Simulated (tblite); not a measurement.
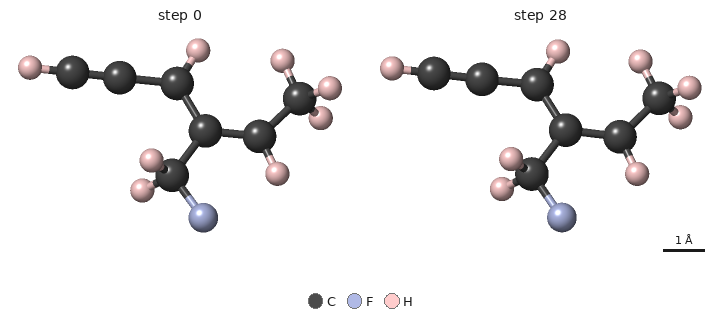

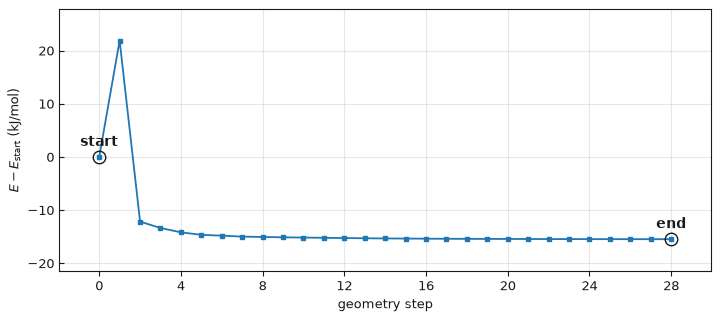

First and last geometry of a relaxation of C7H8F (multiplicity 2), with the history of the run. Style: ball-and-stick. Shown at a tilt.

The calculation used tblite 0.8.0, GFN2-xTB geometry optimisation, gas phase. 

Question: Read the history and describe the run.

Answer: It converged. After 28 geometry steps the energy has fallen by 15.5 kJ/mol. A C atom moves most after the best rigid fit: 0.073 Å. By element the largest moves are C 0.073 Å, H 0.055 Å, F 0.035 Å. Some distances before and after: C–C 1.439 → 1.380 Å, C–C 1.441 → 1.403 Å, C–C 1.184 → 1.211 Å, C–H 1.068 → 1.049 Å. Among the angles between lasting bonds that change: C–C–C 122.9° → 125.0°.
